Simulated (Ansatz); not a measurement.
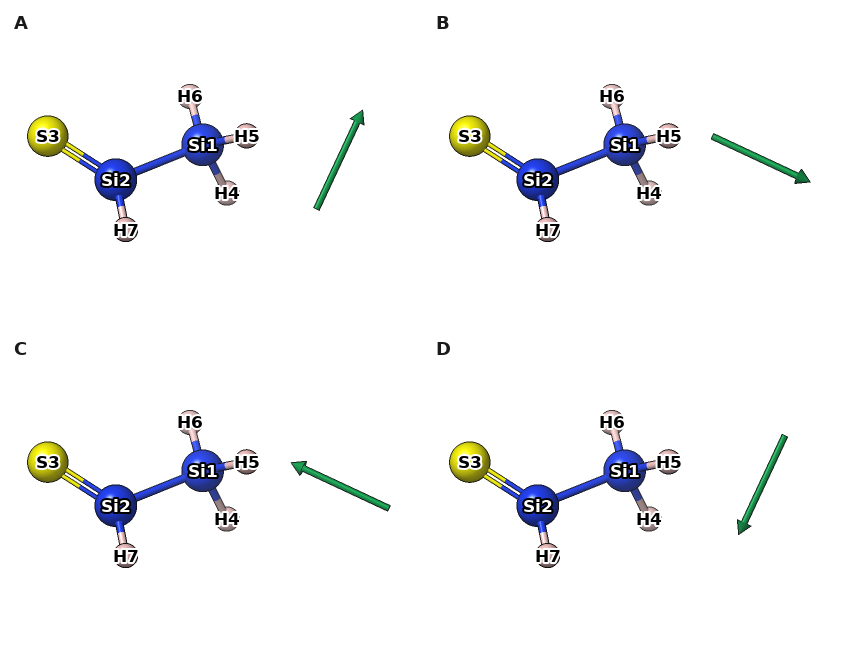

The same molecule four times, each with an arrow. Geometry: atoms displaced at random (about 0.06 Å) from a stationary point of PBE0-D4. Properties computed with RHF-CCSD(T), frozen core/def2-TZVPP (Ansatz 0.2.0).

Which arrow points along the dipole moment, from the negative to the positive end?

Answer. B. The dipole moment is 2.35 D; it points from the side of S3 to the side of H5 (the outermost atoms at the two ends).
